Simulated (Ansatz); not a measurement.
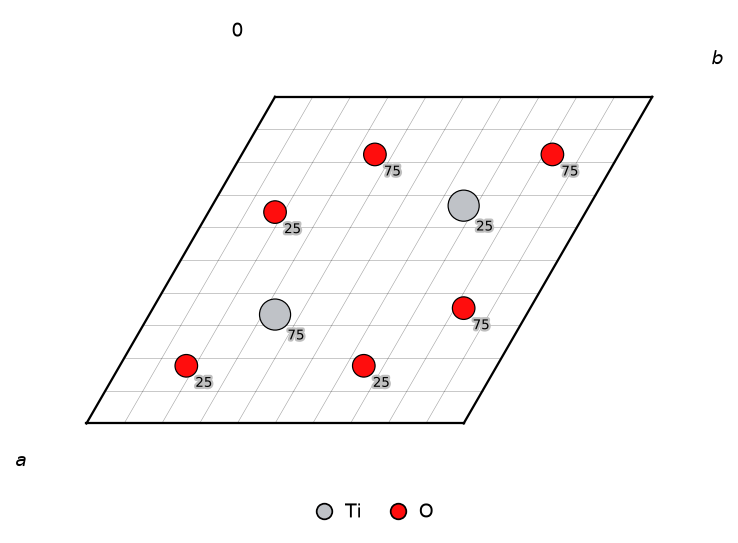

Plan of a unit cell projected along c (a down the page, b across); the numbers are heights in hundredths of c, and atoms on the cell's edges are repeated. The grid marks tenths of a and b. Source: the end point of a relaxation with DFT PBE, scalar-relativistic, plane waves, PAW (Ansatz); the starting structure was generated, so it need not be a known form of this composition. The drawing is computed from the coordinates (standard cell, symmetry found to 0.002 Å).

a = 4.376 Å, b = 4.376 Å, c = 3.998 Å, α = 90.00°, β = 90.00°, γ = 120.00°.

### What does the cell contain?

2 Ti, 6 O: TiO3, Z = 2.

### Which space group?

P6_3/mmc (No. 194), primitive hexagonal.

### Give the fractional coordinates of all atoms, to two places.

```csv
atom,x,y,z
Ti,0.33,0.67,0.25
Ti,0.67,0.33,0.75
O,0.82,0.65,0.25
O,0.18,0.82,0.75
O,0.35,0.18,0.25
O,0.18,0.35,0.75
O,0.82,0.18,0.25
O,0.65,0.82,0.75
```
